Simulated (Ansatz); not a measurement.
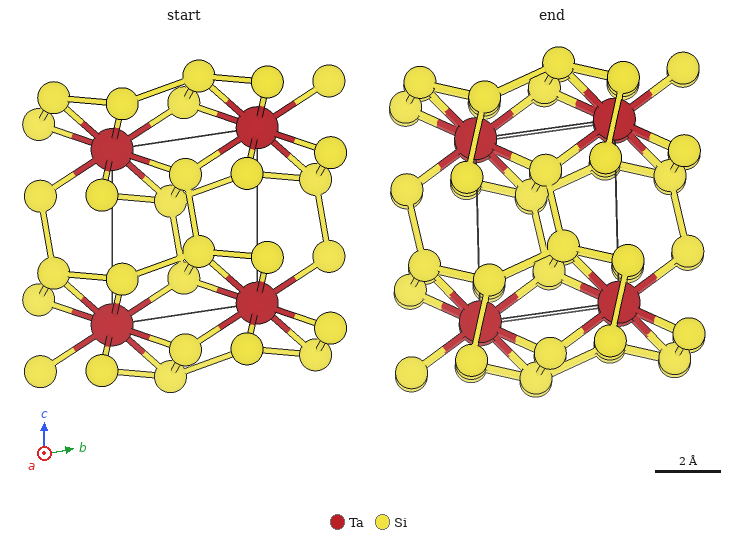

The structure of a crystal of TaSi6 (a generated structure, set up in P-1) before (left) and after (right) a relaxation, at one scale.

The picture is a ball-and-stick view of the cell of the calculation, seen along the a axis.

All numbers below come from DFT PBE, scalar-relativistic, plane waves, PAW (Ansatz 0.2.0).

Input
```yaml
crystal:
  lattice:
    - [4.6602208572, 0.0, 0.0]
    - [1.1449777597, 4.5237553575, 0.0]
    - [0.8668571356, 0.8025126483, 5.3493753795]
  atoms:
    - { symbol: Ta, position: [0.0, 0.0, 0.0] }
    - { symbol: Si, position: [0.1853736893, 0.5057093902, 0.794809933] }
    - { symbol: Si, position: [0.5465728714, 0.9300097493, 0.748061923] }
    - { symbol: Si, position: [0.7352065715, 0.402290002, 0.6552233807] }
    - { symbol: Si, position: [0.2647934285, 0.597709998, 0.3447766193] }
    - { symbol: Si, position: [0.4534271286, 0.0699902507, 0.251938077] }
    - { symbol: Si, position: [0.8146263107, 0.4942906098, 0.205190067] }
basis:
  ecutwfc: 420
kpoints:
  mp_grid: { grid: [8, 8, 8] }
hamiltonian:
  xc: pbe
scf:
  occupations: { method: gaussian, width: 0.1 }
output:
  forces: true
  stress: true
  eigenvalues: true
relax:
  adjacent_minimum: "off"
  f_tol: 0.01
  max_steps: 80
  cell: { stress_tol: 0.05 }
```

Run as
```bash
ansatz run input.yaml --threads 1 --pin off --max-ram 2560MiB --backend cpu --events-out ev --progress --plain --runs-dir out
```

What changed between the two?

Answer. The run was cut off at its time limit before the program reported convergence, but its last step already meets the force threshold: the largest component is 0.0026 eV/Å against 0.01 eV/Å. The pressure is within 0.01 GPa of its target. The largest moves relative to the cell, 0.23 Å, are those of Si3 and Si6. Si3 goes roughly along [1 0 3]. Ta stays in place. The volume changes by +2.7 %, with a 4.660 → 4.801 Å (+3.0 %), b 4.666 → 4.483 Å (−3.9 %), c 5.478 → 5.735 Å (+4.7 %), α 79.6° → 81.1°, β 80.9° → 78.7°, γ 75.8° → 74.2°. Among the contacts that change: Si3–Si6 2.756 → 3.371 Å, Si3–Si6 (another image) 2.893 → 2.539 Å, Si3–Si4 2.508 → 2.438 Å, Si2–Si4 2.508 → 2.560 Å. Bond angles that change, for instance: Si3–Si4–Si7 103.6° → 112.2°, Ta1–Si4–Si3 117.8° → 109.3°, Ta1–Si3–Ta1 116.4° → 124.3°. The space group stays P-1 (No. 2). After 14 accepted moves (15 points after the start) the energy has fallen by 10.1 meV per atom. Largest force component: 0.083 eV/Å at the start, 0.0026 eV/Å at the end. Pressure: 0.30 GPa at the start and 0.00 GPa at the end. The SCF was repeated once at an unchanged geometry on a basis and grid sized afresh for the cell, which shifted the energy by 0.2 meV per atom at most. The run took 25 min on 1 thread of Arm Neoverse N1, on a shared host, peak memory 0.82 GiB.
